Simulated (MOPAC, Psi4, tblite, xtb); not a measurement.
Two rigid molecules brought together: H3N ··· C6H6 (SMILES N and c1ccccc1). Monomers: optimised at B3LYP-D3(BJ) (def2-TZVP), held rigid. Orientation: lowest of the rigid-body minima from ten starts at GFN2-xTB. Only R, the distance of the centres of mass, is varied, so the lowest point isn't the relaxed dimer.

Geometry at R = 3.25 Å (first 4 atoms: monomer A):
```
16

N      0.0009    -0.0017     0.2791
H     -0.5724    -0.7488    -0.0956
H     -0.3633     0.8707    -0.0866
H      0.9347    -0.1202    -0.0968
C     -1.2158    -0.5602    -3.0575
C     -1.2085     0.8293    -3.0089
C     -0.0003     1.5171    -2.9881
C      1.2002     0.8162    -3.0159
C      1.1931    -0.5733    -3.0645
C     -0.0152    -1.2611    -3.0853
H     -2.1561    -1.0964    -3.0737
H     -2.1430     1.3753    -2.9873
H      0.0057     2.5989    -2.9503
H      2.1405     1.3524    -2.9997
H      2.1275    -1.1193    -3.0861
H     -0.0212    -2.3429    -3.1231
```

- SCS-MP2/aug-cc-pVDZ = Psi4 1.11 with DF-SCS-MP2/aug-cc-pVDZ, frozen core, counterpoise-corrected
- PM6, restricted, heats of formation (MOPAC)
- SAPT0/jun-cc-pVDZ, frozen core (Psi4)
- GFN2-xTB (tblite)
- GFN1-xTB (xtb)

Interaction energies in kcal/mol (negative: bound); R is the distance of the centres of mass, d the H3···C7 distance.

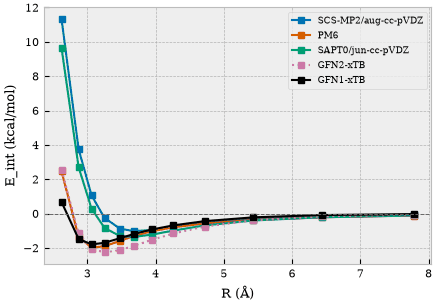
Interaction energy against separation.

| R / Å | d / Å | SCS-MP2/aug-cc-pVDZ | PM6 | SAPT0/jun-cc-pVDZ | GFN2-xTB | GFN1-xTB |
|---|---|---|---|---|---|---|
| 2.62 | 2.38 | 11.33 | 2.46 | 9.64 | 2.55 | 0.68 |
| 2.87 | 2.62 | 3.76 | -1.36 | 2.70 | -1.15 | -1.48 |
| 3.06 | 2.81 | 1.06 | -1.97 | 0.29 | -2.06 | -1.79 |
| 3.25 | 2.99 | -0.26 | -1.90 | -0.84 | -2.26 | -1.70 |
| 3.48 | 3.22 | -0.88 | -1.58 | -1.31 | -2.12 | -1.43 |
| 3.68 | 3.42 | -1.02 | -1.31 | -1.36 | -1.88 | -1.19 |
| 3.95 | 3.68 | -0.95 | -1.02 | -1.22 | -1.52 | -0.92 |
| 4.26 | 3.99 | -0.77 | -0.80 | -0.99 | -1.16 | -0.69 |
| 4.72 | 4.44 | -0.53 | -0.58 | -0.69 | -0.75 | -0.44 |
| 5.43 | 5.14 | -0.29 | -0.37 | -0.40 | -0.39 | -0.22 |
| 6.43 | 6.14 | -0.15 | -0.22 | -0.21 | -0.17 | -0.09 |
| 7.78 | 7.48 | -0.07 | -0.11 | -0.11 | -0.06 | -0.03 |

Lowest grid point: SCS-MP2/aug-cc-pVDZ -1.02 kcal/mol at R = 3.68 Å; PM6 -1.97 kcal/mol at R = 3.06 Å; SAPT0/jun-cc-pVDZ -1.36 kcal/mol at R = 3.68 Å; GFN2-xTB -2.26 kcal/mol at R = 3.25 Å; GFN1-xTB -1.79 kcal/mol at R = 3.06 Å.
